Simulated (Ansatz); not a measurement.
# BClH₃NSi: a spread of methods and bases

Aim: run BClH₃NSi under a spread of inputs, and see what each costs and gives.

The runs use Ansatz 0.2.0, Gaussian basis; the settings change from run to run.

## 1. The molecule

An earlier PBE0-D4 in a triple-zeta def2 set relaxation fixed the geometry.

7 atoms, charge 0, spin multiplicity 1.

Atoms are counted from 1 here; the program's logs count them from 0.

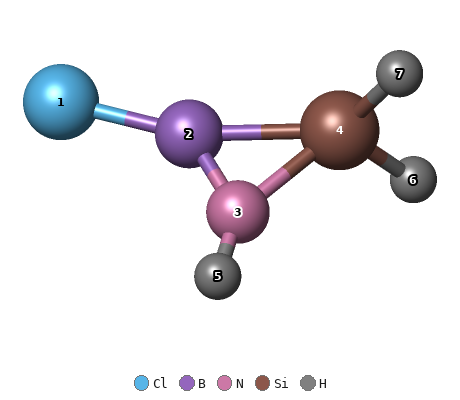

The structure; chlorine blue, boron purple, nitrogen pink, silicon brown, hydrogen grey; atoms are numbered from 1 in the order of the file.

## 2. RPBE/x2c-TZVPPall

Options: atoms shaken by 0.03 Å, density fitting with def2-universal-jkfit, D3(BJ) dispersion.

File in.yaml:

```yaml
crystal:
  periodic: [false, false, false]
  atoms:
    - {symbol: Cl, position_ang: [-0.210695, -2.377472, 1.548711]}
    - {symbol: B, position_ang: [-0.053530, -0.851967, 0.591029]}
    - {symbol: N, position_ang: [0.264074, -0.505888, -0.643765]}
    - {symbol: Si, position_ang: [-0.136927, 0.949963, 0.117381]}
    - {symbol: H, position_ang: [0.490239, -1.004519, -1.504981]}
    - {symbol: H, position_ang: [-1.254621, 1.724939, -0.424397]}
    - {symbol: H, position_ang: [1.049230, 1.895297, 0.222929]}
basis:
  gaussian: {orbitals: x2c-TZVPPall, fitting: {mean_field: def2-universal-jkfit}}
hamiltonian: {xc: {name: RPBE}, dispersion: d3bj}
output: {forces: true}
```

Started as:

```sh
> ansatz run in.yaml --threads 2 --pin off --events-out ev --progress --plain --max-ram 4352MiB
```

The log of the run, shortened:

```text
Functional definition: RPBE
  name "RPBE"
  cite "Hammer, Hansen & Nørskov, Phys. Rev. B 59, 7413 (1999) doi:10.1103/PhysRevB.59.7413"
  cite "Perdew, Burke & Ernzerhof, Phys. Rev. Lett. 77, 3865 (1996) doi:10.1103/PhysRevLett.77.3865"
[...]
462 factors; integrals over basis functions are off by at most 1.4e0 eV
[...]
mean field -22672.33084307 eV, -833.1927906250 hartree, gradient 6.6e-5 eV, S^2 0.000000; 0 other end points of the search recorded, 0 dependent functions left out
[...]
reference -22672.33088253 eV, -833.1927920753 hartree; 23, 23 occupied and 165, 165 virtual orbitals, 462 factors
Total energy: -22673.29824890 eV, -833.2283421335 hartree
Relativity: scalar
Atom 0 at    -0.210695    -2.377472     1.548711 Å, force     0.143366     0.929668    -0.672031 eV/Å
Atom 1 at    -0.053530    -0.851967     0.591029 Å, force    -0.986102    -2.453472     3.897640 eV/Å
Atom 2 at     0.264074    -0.505888    -0.643765 Å, force     1.089730    -1.589876    -4.093023 eV/Å
Atom 3 at    -0.136927     0.949963     0.117381 Å, force     0.516640     2.965420     0.984097 eV/Å
Atom 4 at     0.490239    -1.004519    -1.504981 Å, force     0.093293     0.162960     0.028424 eV/Å
Atom 5 at    -1.254621     1.724939    -0.424397 Å, force    -0.558277     0.155388    -0.195001 eV/Å
Atom 6 at     1.049230     1.895297     0.222929 Å, force    -0.298651    -0.170087     0.049894 eV/Å
Dipole moment:     0.045976     0.101132    -0.399703 e Å
```

It took 1.9 s on 2 threads of AMD EPYC 7B13, shared host.

Largest force 4.710 eV/Å, dipole 1.99 D.

## 3. CAM-B3LYP/def2-TZVPD

Options: charge -1, multiplicity 2, D3(BJ) dispersion.

File in.yaml:

```yaml
crystal:
  periodic: [false, false, false]
  atoms:
    - {symbol: Cl, position_ang: [-0.214857, -2.313216, 1.558393]}
    - {symbol: B, position_ang: [-0.088679, -0.856130, 0.626122]}
    - {symbol: N, position_ang: [0.229678, -0.538482, -0.675407]}
    - {symbol: Si, position_ang: [-0.108309, 0.996142, 0.120829]}
    - {symbol: H, position_ang: [0.494083, -1.014199, -1.525004]}
    - {symbol: H, position_ang: [-1.294825, 1.732115, -0.385018]}
    - {symbol: H, position_ang: [1.044109, 1.925870, 0.234385]}
basis:
  gaussian: {orbitals: def2-TZVPD}
total_charge: -1
magnetization: {spin_polarized: true, initial_magnetization: 1}
hamiltonian: {xc: {name: CAM-B3LYP}, dispersion: d3bj}
output: {forces: true}
```

The command is unchanged.

The log of the run:

```text
Functional definition: CAM-B3LYP
  name "CAM-B3LYP"
  cite "Yanai, Tew & Handy, Chem. Phys. Lett. 393, 51 (2004) doi:10.1016/j.cplett.2004.06.011"
  cite "Iikura, Tsuneda, Yanai & Hirao, J. Chem. Phys. 115, 3540 (2001) doi:10.1063/1.1383587"
  cite "Becke, Phys. Rev. A 38, 3098 (1988) doi:10.1103/PhysRevA.38.3098"
  cite "Lee, Yang & Parr, Phys. Rev. B 37, 785 (1988) doi:10.1103/PhysRevB.37.785"
  cite "Vosko, Wilk & Nusair, Can. J. Phys. 58, 1200 (1980) doi:10.1139/p80-159"
  parameter alpha = 0.19
  parameter beta = 0.46
  parameter omega = 0.33/bohr
  parameter ac = 0.81
  # Exact exchange under (alpha + beta erf(omega r))/r, Becke's under what is left of 1/r.
  exchange = (1 - alpha - beta)*b88_x + beta*b88_x_sr(omega) + alpha*exact_x + beta*exact_x_lr(omega)
  correlation = (1 - ac)*vwn5_c + ac*lyp_c
1077 factors; their error is unknown
382 factors; integrals over basis functions are off by at most 3.3e-5 eV
mean field evaluation 1: about -22613.5172 eV, gradient 2.6e1 eV
mean field evaluation 2: about -22611.0131 eV, gradient 3.7e1 eV
mean field evaluation 4: about -22616.6574 eV, gradient 1.3e0 eV
mean field evaluation 8: about -22616.6966 eV, gradient 2.5e-1 eV
mean field evaluation 16: about -22616.7297 eV, gradient 8.1e-3 eV
mean field evaluation 32: about -22616.7297 eV, gradient 2.5e-5 eV
a density is far from that of the atoms, so the factors are made again for it
1281 factors; integrals over basis functions are off by at most 1.0e-3 eV
395 factors; integrals over basis functions are off by at most 3.3e-5 eV
mean field -22616.73006193 eV, -831.1494996057 hartree, gradient 2.4e-5 eV, S^2 0.752582; 0 other end points of the search recorded, 0 dependent functions left out
the calculation of the forces begins
reference -22616.73017070 eV, -831.1495036030 hartree; 24, 23 occupied and 166, 167 virtual orbitals, 1281 factors
Total energy: -22616.86024134 eV, -831.1542836107 hartree
Atom 0 at    -0.214857    -2.313216     1.558393 Å, force    -0.023023    -0.685938     0.301519 eV/Å
Atom 1 at    -0.088679    -0.856130     0.626122 Å, force     0.125376     0.345356    -0.581502 eV/Å
Atom 2 at     0.229678    -0.538482    -0.675407 Å, force    -0.115180    -0.212341     0.501397 eV/Å
Atom 3 at    -0.108309     0.996142     0.120829 Å, force    -0.120861     0.690906     0.240236 eV/Å
Atom 4 at     0.494083    -1.014199    -1.525004 Å, force     0.064651    -0.100427    -0.212730 eV/Å
Atom 5 at    -1.294825     1.732115    -0.385018 Å, force     0.019725    -0.020006    -0.128377 eV/Å
Atom 6 at     1.044109     1.925870     0.234385 Å, force     0.049311    -0.017550    -0.120545 eV/Å
Dipole moment:    -0.126376     0.241341     0.401712 e Å
```

Wall time 23 s (2 threads of AMD EPYC 7B13, shared host); peak memory 0.67 GiB.

Largest force 0.750 eV/Å, ⟨S²⟩ 0.753.

## 4. B97/def2-SVP

Edit in.yaml of step 3 so:

```diff
@@ -11,6 +11,3 @@
 basis:
-  gaussian: {orbitals: def2-TZVPD}
-total_charge: -1
-magnetization: {spin_polarized: true, initial_magnetization: 1}
-hamiltonian: {xc: {name: CAM-B3LYP}, dispersion: d3bj}
-output: {forces: true}
+  gaussian: {orbitals: def2-SVP}
+hamiltonian: {xc: {name: B97}}
```

Launched as before.

The log of the run, shortened:

```text
Functional definition: B97
  name "B97"
  cite "Becke, J. Chem. Phys. 107, 8554 (1997) doi:10.1063/1.475007"
[...]
      + integral(e_c_pw_opposite_spin*poly(b97_u_opposite, cos0, cos1, cos2))
765 factors; integrals over basis functions are off by at most 1.3e-3 eV
[...]
mean field -22605.16158073 eV, -830.7243657629 hartree, gradient 2.7e-5 eV, S^2 0.000000; 0 other end points of the search recorded, 0 dependent functions left out
reference -22605.16160047 eV, -830.7243664885 hartree; 23, 23 occupied and 56, 56 virtual orbitals, 765 factors
Total energy: -22605.16160047 eV, -830.7243664885 hartree
```

Wall time 2.2 s (2 threads of AMD EPYC 7B13, shared host).

## 5. B97/def2-TZVP

Set apart from the defaults: atoms shaken by 0.03 Å.

File in.yaml:

```yaml
crystal:
  periodic: [false, false, false]
  atoms:
    - {symbol: Cl, position_ang: [-0.237548, -2.310717, 1.550850]}
    - {symbol: B, position_ang: [-0.105839, -0.788939, 0.562709]}
    - {symbol: N, position_ang: [0.226932, -0.527921, -0.666064]}
    - {symbol: Si, position_ang: [-0.083972, 1.036189, 0.128199]}
    - {symbol: H, position_ang: [0.533957, -0.969079, -1.537439]}
    - {symbol: H, position_ang: [-1.285588, 1.789449, -0.399326]}
    - {symbol: H, position_ang: [0.961196, 1.899149, 0.267322]}
basis:
  gaussian: {orbitals: def2-TZVP}
hamiltonian: {xc: {name: B97}}
```

Same command.

The log of the run, shortened:

```text
Functional definition: B97
  name "B97"
  cite "Becke, J. Chem. Phys. 107, 8554 (1997) doi:10.1063/1.475007"
[...]
      + integral(e_c_pw_opposite_spin*poly(b97_u_opposite, cos0, cos1, cos2))
980 factors; their error is unknown
[...]
mean field -22614.30588444 eV, -831.0604127262 hartree, gradient 3.1e-5 eV, S^2 0.000000; 0 other end points of the search recorded, 0 dependent functions left out
reference -22614.30591009 eV, -831.0604136686 hartree; 23, 23 occupied and 131, 131 virtual orbitals, 980 factors
Total energy: -22614.30591009 eV, -831.0604136686 hartree
```

Run time: 3.9 s. Hardware: 2 threads of AMD EPYC 7B13, shared host.

## 6. wB97/def2-SVP

Options: coordinates scaled by 1.05.

File in.yaml:

```yaml
crystal:
  periodic: [false, false, false]
  atoms:
    - {symbol: Cl, position_ang: [-0.225600, -2.428876, 1.636313]}
    - {symbol: B, position_ang: [-0.093113, -0.898936, 0.657428]}
    - {symbol: N, position_ang: [0.241162, -0.565406, -0.709178]}
    - {symbol: Si, position_ang: [-0.113725, 1.045949, 0.126870]}
    - {symbol: H, position_ang: [0.518787, -1.064909, -1.601254]}
    - {symbol: H, position_ang: [-1.359566, 1.818721, -0.404269]}
    - {symbol: H, position_ang: [1.096315, 2.022163, 0.246105]}
basis:
  gaussian: {orbitals: def2-SVP}
hamiltonian: {xc: {name: wB97}}
output: {forces: true}
```

Launched as before.

The log of the run, shortened:

```text
Functional definition: wB97
  name "wB97"
  cite "Chai & Head-Gordon, J. Chem. Phys. 128, 084106 (2008) doi:10.1063/1.2834918"
  cite "Becke, J. Chem. Phys. 107, 8554 (1997) doi:10.1063/1.475007"
[...]
  # The coefficients of nought are those of the uniform gas.
[...]
      + integral(e_c_pw_opposite_spin*poly(b97_u_opposite, 1, cos1, cos2, cos3, cos4))
891 factors; their error is unknown
300 factors; integrals over basis functions are off by at most 1.2e-5 eV
[...]
mean field -22607.43576470 eV, -830.8079404824 hartree, gradient 2.2e-5 eV, S^2 0.000000; 0 other end points of the search recorded, 0 dependent functions left out
[...]
reference -22607.43575628 eV, -830.8079401728 hartree; 23, 23 occupied and 56, 56 virtual orbitals, 891 factors
Total energy: -22607.43575628 eV, -830.8079401728 hartree
Atom 0 at    -0.225600    -2.428876     1.636313 Å, force     0.128011     1.454407    -0.938350 eV/Å
Atom 1 at    -0.093113    -0.898936     0.657428 Å, force     0.404480     0.490816    -1.680940 eV/Å
Atom 2 at     0.241162    -0.565406    -0.709178 Å, force    -0.288489    -0.406332     1.216564 eV/Å
Atom 3 at    -0.113725     1.045949     0.126870 Å, force     0.196623    -1.072971    -0.406782 eV/Å
Atom 4 at     0.518787    -1.064909    -1.601254 Å, force    -0.468625     0.823356     1.511981 eV/Å
Atom 5 at    -1.359566     1.818721    -0.404269 Å, force     0.920226    -0.569566     0.388755 eV/Å
Atom 6 at     1.096315     2.022163     0.246105 Å, force    -0.892227    -0.719710    -0.091227 eV/Å
Dipole moment:     0.073704     0.203219    -0.341881 e Å
```

It took 2.7 s on 2 threads of AMD EPYC 7B13, shared host.

Largest force 1.797 eV/Å, dipole 1.94 D.

## 7. revPBE0/pcseg-2

Set apart from the defaults: charge +1, multiplicity 2.

File in.yaml:

```yaml
crystal:
  periodic: [false, false, false]
  atoms:
    - {symbol: Cl, position_ang: [-0.214857, -2.313216, 1.558393]}
    - {symbol: B, position_ang: [-0.088679, -0.856130, 0.626122]}
    - {symbol: N, position_ang: [0.229678, -0.538482, -0.675407]}
    - {symbol: Si, position_ang: [-0.108309, 0.996142, 0.120829]}
    - {symbol: H, position_ang: [0.494083, -1.014199, -1.525004]}
    - {symbol: H, position_ang: [-1.294825, 1.732115, -0.385018]}
    - {symbol: H, position_ang: [1.044109, 1.925870, 0.234385]}
basis:
  gaussian: {orbitals: pcseg-2}
total_charge: 1
magnetization: {spin_polarized: true, initial_magnetization: 1}
hamiltonian: {xc: {name: revPBE0}}
output: {forces: true}
```

Same command.

The log of the run, shortened:

```text
Functional definition: revPBE0
  name "revPBE0"
  cite "Zhang & Yang, Phys. Rev. Lett. 80, 890 (1998) doi:10.1103/PhysRevLett.80.890"
  cite "Adamo & Barone, J. Chem. Phys. 110, 6158 (1999) doi:10.1063/1.478522"
  cite "Perdew, Burke & Ernzerhof, Phys. Rev. Lett. 77, 3865 (1996) doi:10.1103/PhysRevLett.77.3865"
[...]
1054 factors; their error is unknown
[...]
mean field -22604.55951051 eV, -830.7022400905 hartree, gradient 3.8e-5 eV, S^2 0.753790; 2 other end points of the search recorded, 0 dependent functions left out
[...]
reference -22604.55955348 eV, -830.7022416697 hartree; 23, 22 occupied and 147, 148 virtual orbitals, 1054 factors
Total energy: -22604.55955348 eV, -830.7022416697 hartree
Atom 0 at    -0.214857    -2.313216     1.558393 Å, force    -0.080149     1.639877    -0.210331 eV/Å
Atom 1 at    -0.088679    -0.856130     0.626122 Å, force     0.570482    -5.216347    -0.522474 eV/Å
Atom 2 at     0.229678    -0.538482    -0.675407 Å, force    -0.822272     1.564352     2.615658 eV/Å
Atom 3 at    -0.108309     0.996142     0.120829 Å, force     0.522347     2.818379    -2.854094 eV/Å
Atom 4 at     0.494083    -1.014199    -1.525004 Å, force     0.043014    -0.122378    -0.124134 eV/Å
Atom 5 at    -1.294825     1.732115    -0.385018 Å, force    -0.250453    -0.353023     0.512272 eV/Å
Atom 6 at     1.044109     1.925870     0.234385 Å, force     0.017031    -0.330860     0.583103 eV/Å
Dipole moment:     0.051880     0.580667    -0.377542 e Å
```

Wall time 6.5 s (2 threads of AMD EPYC 7B13, shared host).

Largest force 5.273 eV/Å, ⟨S²⟩ 0.754.

## 8. rPW86-PBE/def2-SVP

Options: a point charge of 2.00 e beside it, the search for lower states set to light.

Edit in.yaml of step 7 so:

```diff
@@ -11,6 +11,5 @@
 basis:
-  gaussian: {orbitals: pcseg-2}
-total_charge: 1
-magnetization: {spin_polarized: true, initial_magnetization: 1}
-hamiltonian: {xc: {name: revPBE0}}
+  gaussian: {orbitals: def2-SVP, point_charges: [{charge: 2.00, position_ang: [5.780, -0.647, -0.864]}]}
+hamiltonian: {xc: {name: rPW86-PBE}}
+scf: {lower_state_search: light}
 output: {forces: true}
```

The command is unchanged.

The log of the run, shortened:

```text
Functional definition: rPW86-PBE
  name "rPW86-PBE"
  cite "Murray, Lee & Langreth, J. Chem. Theory Comput. 5, 2754 (2009) doi:10.1021/ct900365q"
  cite "Perdew, Burke & Ernzerhof, Phys. Rev. Lett. 77, 3865 (1996) doi:10.1103/PhysRevLett.77.3865"
  parent pbe
[...]
891 factors; their error is unknown
[...]
mean field -22631.71184439 eV, -831.7000699561 hartree, gradient 6.3e-5 eV, S^2 0.000000; 0 other end points of the search recorded, 0 dependent functions left out
[...]
reference -22631.71193403 eV, -831.7000732504 hartree; 23, 23 occupied and 56, 56 virtual orbitals, 891 factors
Total energy: -22631.71193403 eV, -831.7000732504 hartree
Atom 0 at    -0.214857    -2.313216     1.558393 Å, force     0.018618    -0.287066     0.188546 eV/Å
Atom 1 at    -0.088679    -0.856130     0.626122 Å, force    -0.136892    -0.254674     0.627004 eV/Å
Atom 2 at     0.229678    -0.538482    -0.675407 Å, force     0.661396    -0.352565    -0.629480 eV/Å
Atom 3 at    -0.108309     0.996142     0.120829 Å, force    -0.716040     0.962910     0.526010 eV/Å
Atom 4 at     0.494083    -1.014199    -1.525004 Å, force    -0.121246    -0.389837    -0.655875 eV/Å
Atom 5 at    -1.294825     1.732115    -0.385018 Å, force    -0.088016     0.126313    -0.079954 eV/Å
Atom 6 at     1.044109     1.925870     0.234385 Å, force     0.425559     0.178766    -0.031043 eV/Å
Dipole moment:    -0.204096     0.056555    -0.240125 e Å
```

Run time: 2.1 s. Hardware: 2 threads of AMD EPYC 7B13, shared host.

Largest force 1.310 eV/Å, dipole 1.54 D.

## 9. SPW92/def2-TZVP

Set apart from the defaults: high accuracy.

Edit in.yaml of step 8 so:

```diff
@@ -11,5 +11,4 @@
 basis:
-  gaussian: {orbitals: def2-SVP, point_charges: [{charge: 2.00, position_ang: [5.780, -0.647, -0.864]}]}
-hamiltonian: {xc: {name: rPW86-PBE}}
-scf: {lower_state_search: light}
-output: {forces: true}
+  gaussian: {orbitals: def2-TZVP}
+hamiltonian: {xc: {name: SPW92}}
+accuracy: high
```

Same command.

The log of the run:

```text
Functional definition: SPW92
  name "SPW92"
  cite "Dirac, Proc. Camb. Phil. Soc. 26, 376 (1930) doi:10.1017/S0305004100016108"
  cite "Slater, Phys. Rev. 81, 385 (1951) doi:10.1103/PhysRev.81.385"
  cite "Perdew & Wang, Phys. Rev. B 45, 13244 (1992) doi:10.1103/PhysRevB.45.13244"
  exchange = slater_x
  correlation = pw_c
2622 factors; integrals over basis functions are off by at most 3.9e-9 eV
mean field evaluation 1: about -22513.1052 eV, gradient 7.9e1 eV
mean field evaluation 2: about -22448.5368 eV, gradient 1.6e2 eV
mean field evaluation 4: about -22525.3200 eV, gradient 1.7e1 eV
mean field evaluation 8: about -22526.0811 eV, gradient 3.3e-1 eV
mean field evaluation 16: about -22526.0813 eV, gradient 2.6e-5 eV
mean field -22526.08130399 eV, -827.8182191952 hartree, gradient 2.7e-8 eV, S^2 0.000000; 0 other end points of the search recorded, 0 dependent functions left out
reference -22526.08130760 eV, -827.8182193278 hartree; 23, 23 occupied and 131, 131 virtual orbitals, 2622 factors
Total energy: -22526.08130760 eV, -827.8182193278 hartree
```

Wall time 4.2 s (2 threads of AMD EPYC 7B13, shared host); peak memory 0.51 GiB.

## 10. B2GP-PLYP/def2-SVPD

Options: unrestricted orbitals, high accuracy.

Edit in.yaml of step 9 so:

```diff
@@ -11,4 +11,6 @@
 basis:
-  gaussian: {orbitals: def2-TZVP}
-hamiltonian: {xc: {name: SPW92}}
+  gaussian: {orbitals: def2-SVPD}
+magnetization: {spin_polarized: true, initial_magnetization: 0}
+hamiltonian: {xc: {name: B2GP-PLYP}}
 accuracy: high
+output: {forces: true}
```

Launched as before.

The log of the run, shortened:

```text
Functional definition: B2GP-PLYP
  name "B2GP-PLYP"
  cite "Karton, Tarnopolsky, Lamère, Schatz & Martin, J. Phys. Chem. A 112, 12868 (2008) doi:10.1021/jp801805p"
  cite "Becke, Phys. Rev. A 38, 3098 (1988) doi:10.1103/PhysRevA.38.3098"
  cite "Lee, Yang & Parr, Phys. Rev. B 37, 785 (1988) doi:10.1103/PhysRevB.37.785"
[...]
2230 factors; integrals over basis functions are off by at most 4.1e-9 eV
[...]
mean field -22590.42046809 eV, -830.1826398652 hartree, gradient 4.5e-8 eV, S^2 0.000000; 0 other end points of the search recorded, 0 dependent functions left out
12 core orbitals not correlated: weight in the atoms' cores, before any rotation towards them, 1.000 or more for the frozen orbitals, at most 0.000 for the correlated occupied ones
reference -22590.42048810 eV, -830.1826406009 hartree; 11, 11 occupied and 92, 92 virtual orbitals, 2230 factors
second order -15.96952085 eV of doubles, -0.00000000 eV of singles
[...]
Total energy: -22596.16951561 eV, -830.3939134649 hartree
Atom 0 at    -0.214857    -2.313216     1.558393 Å, force    -0.028724    -0.373079     0.225178 eV/Å
Atom 1 at    -0.088679    -0.856130     0.626122 Å, force    -0.028541     0.159591     0.057821 eV/Å
Atom 2 at     0.229678    -0.538482    -0.675407 Å, force     0.131208    -0.413037    -0.366201 eV/Å
Atom 3 at    -0.108309     0.996142     0.120829 Å, force    -0.121148     0.778751     0.213832 eV/Å
Atom 4 at     0.494083    -1.014199    -1.525004 Å, force     0.048234    -0.092240    -0.153306 eV/Å
Atom 5 at    -1.294825     1.732115    -0.385018 Å, force     0.047414    -0.026025     0.024033 eV/Å
Atom 6 at     1.044109     1.925870     0.234385 Å, force    -0.048443    -0.033961    -0.001357 eV/Å
Dipole moment:     0.076649     0.173796    -0.343797 e Å
```

Wall time 28 s (2 threads of AMD EPYC 7B13, shared host); peak memory 0.92 GiB.

Largest force 0.817 eV/Å, dipole 1.89 D, ⟨S²⟩ 0.000.

## 11. All runs side by side

```csv
level,charge,multiplicity,geometry,functions,energy (eV),time
RPBE/x2c-TZVPPall,0,1,shaken,188,-22673.298,1.9 s
CAM-B3LYP/def2-TZVPD,-1,2,relaxed,190,-22616.860,23 s
B97/def2-SVP,0,1,relaxed,79,-22605.162,2.2 s
B97/def2-TZVP,0,1,shaken,154,-22614.306,3.9 s
wB97/def2-SVP,0,1,scaled,79,-22607.436,2.7 s
revPBE0/pcseg-2,1,2,relaxed,170,-22604.560,6.5 s
rPW86-PBE/def2-SVP,0,1,"relaxed, point charge",79,-22631.712,2.1 s
SPW92/def2-TZVP,0,1,relaxed,154,-22526.081,4.2 s
B2GP-PLYP/def2-SVPD,0,1,relaxed,115,-22596.170,28 s
```

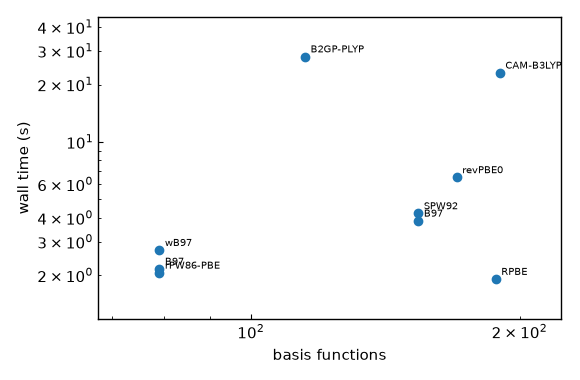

Wall time against the number of basis functions (shared host).

## 12. Summary of results

| quantity | value |
| --- | --- |
| runs | 9 |
| quickest | RPBE/x2c-TZVPPall, 1.9 s |
| slowest | B2GP-PLYP/def2-SVPD, 28 s |
| spread of total energies, same state and geometry | 79.1 eV |

In words: Run time spans a factor of 15, from RPBE/x2c-TZVPPall to B2GP-PLYP/def2-SVPD. The jobs differ in tasks and options as well as level. Total energies at one charge and spin differ by 79 eV between levels, so only differences within one level mean anything. At the PBE0-D4/def2-TZVP geometry and in the same state, runs without warnings or point charges leave forces up to 0.82 eV/Å (B2GP-PLYP/def2-SVPD), against 4.7 eV/Å where the atoms were moved.
